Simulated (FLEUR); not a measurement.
# GdN: parallel and opposed starts, part 3 of 3

Aim: find out whether GdN carries moments, and which collinear order costs least.

FLEUR MaX-R8.1; PBEsol with U = 6.7 eV, J = 0.7 eV on Gd f; all-electron FLAPW, Dirac cores, scalar-relativistic bands.

So far, largest spin moment in the muffin-tin sphere (μB): step 2 (run 1 (ferro +)) 7.05; step 3 (run 2 (antiferro q=(0,1/2,1/2) +-)) 7.03; step 4 (start 3: antiferro q=(0,0,1/2) +-) 7.05.

The database entry behind the starting cell differs from later determinations by our own check (about 0.3 % long), so it need not match the best structure at ambient conditions.

### 6. Spin–orbit coupling, moments along [001]

Level of this step: PBEsol with U = 6.7 eV, J = 0.7 eV on Gd f; all-electron FLAPW, Dirac cores, scalar-relativistic bands with spin-orbit coupling (FLEUR).

Spin–orbit coupling ties the spins to the lattice and lets orbital moments form.

A new self-consistent run of the start ferro +, with the moments along z. Here n_mmp_mat seeds f states of whole m by Hund's three rules. The k list default-1 (kpts.xml, not shown) is a Γ-centred 8×8×8 mesh.

The input, inp.xml:

```
<?xml version="1.0" encoding="UTF-8" standalone="no"?>
<fleurInput fleurInputVersion="0.39">
   <comment>
      GdN
   </comment>
   <calculationSetup>
      <cutoffs Kmax="3.61" Gmax="10.8" GmaxXC="10.8" numbands="63"/>
      <scfLoop itmax="130" minDistance="0.0001" maxIterBroyd="15" imix="Anderson" alpha="0.05" precondParam="0.0" spinf="2.0" sdNocoIR="T"/>
      <coreElectrons ctail="T" frcor="F" kcrel="0" coretail_lmax="0"/>
      <xcFunctional name="PBEs" relativisticCorrections="F"/>
      <magnetism jspins="2"/>
      <soc l_soc="T" theta="0.0" phi="0.0" spav="F"/>
      <expertModes spex="0" secvar="F"/>
      <geometryOptimization l_f="F" forcealpha="1.0" forcemix="BFGS" epsdisp="0.00001" epsforce="0.00001"/>
      <ldaU l_linMix="F" mixParam="0.05" spinf="1.0"/>
   </calculationSetup>
   <cell>
      <bzIntegration valenceElectrons="23.0" mode="hist" fermiSmearingEnergy="0.00110248">
         <kPointListSelection listName="default-1"/>
         <xi:include xmlns:xi="http://www.w3.org/2001/XInclude" href="kpts.xml"> </xi:include>
      </bzIntegration>
      <xi:include xmlns:xi="http://www.w3.org/2001/XInclude" href="sym.xml"> </xi:include>
      <bulkLattice scale="1.0">
         <bravaisMatrix>
            <row-1>    0.0000000000000000     4.7233704484376995     4.7233704484376995</row-1>
            <row-2>    4.7233704484376995     0.0000000000000000     4.7233704484376995</row-2>
            <row-3>    4.7233704484376995     4.7233704484376995     0.0000000000000000</row-3>
         </bravaisMatrix>
      </bulkLattice>
   </cell>
   <atomSpecies>
      <species name="Gadolinium7.000" element="Gd" atomicNumber="64">
         <mtSphere radius="2.8" gridPoints="925" logIncrement="0.014"/>
         <atomicCutoffs lmax="10" lnonsphr="8"/>
         <electronConfig flipSpins="F">
            <coreConfig>(1s1/2) (2s1/2) (2p1/2) (2p3/2) (3s1/2) (3p1/2) (3p3/2) (4s1/2) (3d3/2) (3d5/2) (4p1/2) (4p3/2) (4d3/2) (4d5/2)</coreConfig>
            <valenceConfig>(5s1/2) (5p1/2) (5p3/2) (6s1/2) (4f5/2) (4f7/2) (5d3/2) (5d5/2)</valenceConfig>
            <stateOccupation state="(4f5/2)" spinUp="2.5" spinDown="0.5"/>
            <stateOccupation state="(4f7/2)" spinUp="4.0" spinDown="0.0"/>
            <stateOccupation state="(5d3/2)" spinUp="0.4" spinDown="0.0"/>
            <stateOccupation state="(5d5/2)" spinUp="0.6" spinDown="0.0"/>
         </electronConfig>
         <energyParameters s="6" p="6" d="5" f="4"/>
         <ldaU l="3" U="6.7" J="0.7" l_amf="F"/>
         <lo type="SCLO" l="0" n="5" eDeriv="0"/>
         <lo type="SCLO" l="1" n="5" eDeriv="0"/>
      </species>
      <species name="Nitrogen (N)" element="N" atomicNumber="7">
         <mtSphere radius="1.66" gridPoints="549" logIncrement="0.019"/>
         <atomicCutoffs lmax="6" lnonsphr="4"/>
         <electronConfig flipSpins="F">
            <coreConfig>(1s1/2)</coreConfig>
            <valenceConfig>(2s1/2) (2p1/2) (2p3/2)</valenceConfig>
            <stateOccupation state="(2p1/2)" spinUp="0.500000" spinDown="0.500000"/>
            <stateOccupation state="(2p3/2)" spinUp="1.000000" spinDown="1.000000"/>
         </electronConfig>
         <energyParameters s="2" p="2" d="3" f="4"/>
      </species>
   </atomSpecies>
   <atomGroups>
      <atomGroup species="Gadolinium7.000">
         <relPos label="                   1">.0000000000 .0000000000 .0000000000</relPos>
         <force calculate="T" relaxXYZ="TTT"/>
      </atomGroup>
      <atomGroup species="Nitrogen (N)">
         <relPos label="                   2">1.000/2.000 1.000/2.000 1.000/2.000</relPos>
         <force calculate="T" relaxXYZ="TTT"/>
      </atomGroup>
   </atomGroups>
   <output dos="F" band="F" slice="F">
      <bandDOS minEnergy="-.5*Htr" maxEnergy="0.5*Htr" sigma="0.015" storeEVData="T"/>
      <plotting iplot="0" polar="F">
         <plot TwoD="T" vec1="  1.0  0.0  0.0" vec2="  0.0  1.0  0.0" vec3="  0.0  0.0  1.0" zero="  0.0  0.0  0.0" file="plot"/>
      </plotting>
      <moessbauerParams electricFieldGradient="F" isomerShift="F" coreHyperfine="F" valenceHyperfine="F"/>
   </output>
</fleurInput>
```

The input, crystal.txt:

```
GdN
&input film=F cartesian=F /
0.00000000000  2.49950000000  2.49950000000
2.49950000000  0.00000000000  2.49950000000
2.49950000000  2.49950000000  0.00000000000
1.8897261246
1.0 1.0 1.0

2
64 0.00000000000  0.00000000000  0.00000000000 : 7.000
7 0.50000000000  0.50000000000  0.50000000000

&soc 0.0000000 0.0000000 /
&kpt div1=8 div2=8 div3=8 gamma=T /
```

Launch:

```
> OMP_NUM_THREADS=1 inpgen -f crystal.txt > inpgen.log  # inp.xml is then edited as shown
> OMP_NUM_THREADS=1 mpirun -n 4 fleur_MPI > fleur.log
```

What it wrote:

```text
[banner, memory and clock lines left out]
Welcome to FLEUR        (www.flapw.de)
      MaX-Release 8.1          (www.max-centre.eu)

 ========== k-point set info ==========
 Selected k-point list: default-1
 k-point list type: mesh
 0 x 0 x 0
 Number of k points: 80

 [... set-up left out ...]
 Iteration:     1   Distance:      27.00021500 me/bohr^3
 Iteration:     2   Distance:      26.01950849 me/bohr^3
 Iteration:     3   Distance:      19.71369304 me/bohr^3
 Iteration:     4   Distance:      13.75168197 me/bohr^3
 Iteration:     5   Distance:       2.50007201 me/bohr^3
 Iteration:     6   Distance:       0.88920605 me/bohr^3
 Iteration:     7   Distance:       0.68036599 me/bohr^3
 Iteration:     8   Distance:       0.13175694 me/bohr^3
 Iteration:     9   Distance:       0.07132163 me/bohr^3
 Iteration:    10   Distance:       0.02592199 me/bohr^3
 Iteration:    11   Distance:       0.02120651 me/bohr^3
 Iteration:    12   Distance:       0.01186008 me/bohr^3
 Iteration:    13   Distance:       0.00739706 me/bohr^3
 Iteration:    14   Distance:       0.00229952 me/bohr^3
 Iteration:    15   Distance:       0.00034182 me/bohr^3
 Iteration:    16   Distance:       0.00027829 me/bohr^3
 Iteration:    17   Distance:       0.00020373 me/bohr^3
 Iteration:    18   Distance:       0.00008919 me/bohr^3

 ********************************************************************
 Run finished successfully
 Stop message:
   all done
 ********************************************************************

--- out.xml (last complete iteration) ---
<iteration numberForCurrentRun="   18" overallNumber="   18">
         [... left out ...]
         <bandgap value="0.0636134685" units="eV"/>
         <sumValenceSingleParticleEnergies value="-2.5753281041" units="Htr"/>
         <FermiEnergy value="0.3360642224" units="Htr"/>
         [... left out ...]
         <magneticMomentsInMTSpheres units="muBohr">
            <globalMagMoment atomType="1" vec="0.00000   0.00000   7.03988"/>
            <globalMagMoment atomType="2" vec="0.00000   0.00000  -0.11233"/>
         </magneticMomentsInMTSpheres>
         <orbitalMomentsInMTSpheres units="muBohr">
            <globalMagMoment atomType="1" vec="0.00000   0.00000  -0.00060"/>
            <globalMagMoment atomType="2" vec="0.00000   0.00000  -0.00064"/>
         </orbitalMomentsInMTSpheres>
         [... left out ...]
         <totalEnergy value="   -11331.3996801147" units="Htr">
            <sumOfEigenvalues value="    -6962.4948589965">
               <coreElectrons value="-6959.9195308924"/>
               <valenceElectrons value="-2.5753281041"/>
            </sumOfEigenvalues>
         [... left out ...]
            <freeEnergy value="-11331.3996995703"/>
            <extrapolationTo0K value="-11331.3996898425"/>
         </totalEnergy>
         [... left out ...]
         <ldaUDensityMatrixConvergence>
            <distance spin="1" distance="0.000000"/>
            <distance spin="2" distance="0.000000"/>
         </ldaUDensityMatrixConvergence>
         <densityConvergence units="me/bohr^3">
            <chargeDensity spin="1" distance="0.0000676958"/>
            <chargeDensity spin="2" distance="0.0000335929"/>
            <overallChargeDensity distance="0.0000588869"/>
            <spinDensity distance="0.0000891894"/>
         </densityConvergence>
      </iteration>
```

Wall time 34 s (4 MPI ranks of Arm Neoverse V2, shared host); peak memory 0.3 GiB.

Spin moment in the muffin-tin sphere by atom:

```tsv
atom	spin moment in the muffin-tin sphere (μB)
Gd1	7.04
N2	-0.11
```

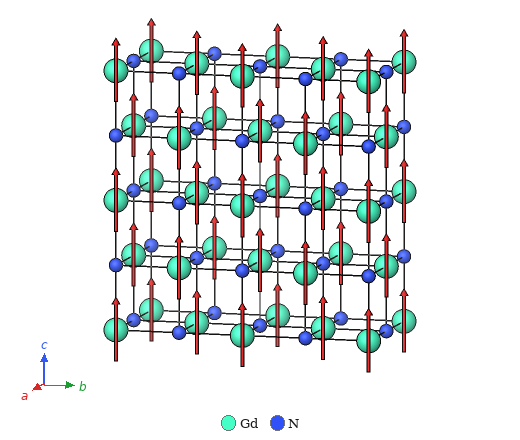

Spin moment in the muffin-tin sphere as arrows, the longest 7.04 μB. Up and down stand for the sign. Arrows give size and sign along the axis of quantisation, drawn up and down the page. 1×2×2 conventional cells are drawn. Some periodic images of atoms are drawn too.

Numbers from this step:

| Property | Result |
| --- | --- |
| free energy | -308343.0939 eV |
| program's band gap on this mesh (in a metal only a level spacing) | 0.06361 eV |
| magnetization | 6.991 μB |
| final state | ferromagnetic, with opposed induced moments |
| orbital moment along the spin | 0 μB |

Orbital moment in the sphere, along the spin axis by atom:

```tsv
atom	orbital moment in the sphere, along the spin axis (μB)
Gd1	-0.0006
N2	-0.0006
```

### 7. Summary of results

```json
{
  "lowest state found": "ferromagnetic (typed ferro +)",
  "largest site spin moment": "7.05 μB",
  "next finished state": "antiferromagnetic, 4.18 meV a seeded atom higher",
  "orbital moment on the atom of largest spin, along its spin (spin–orbit run)": "-6.0e-4 μB",
  "spin plus orbital moment": "Gd 7.04 μB"
}
```

**Reading.** The lowest state found is ferromagnetic, reached from the start ferro +, with moments up to 7.05 μB. The next finished state costs 4.2 meV a seeded atom. The shell is near half filling, where Hund's rules give no orbital moment. Only 3 starts were tried; other patterns of signs, canted and longer-period orders were not. The f shell is half filled, so the spin-only picture is fair.

[Logs and program files are shortened in this print: banners, set-up blocks, solver, clock and traceback lines can be left out without a mark of their own.]

[Logs are printed without paths, hosts, clocks, repeated set-up lines and the standing remarks that a program may print on its own settings, such as how far it seeks lower states.]

[Hosts, paths, dates, database ids (printed as entryN), source tags and the programs' standing remarks are cut or masked in the printed files.]

[Where a cell is said to come from a database of computed structures, the database is the Materials Project.]
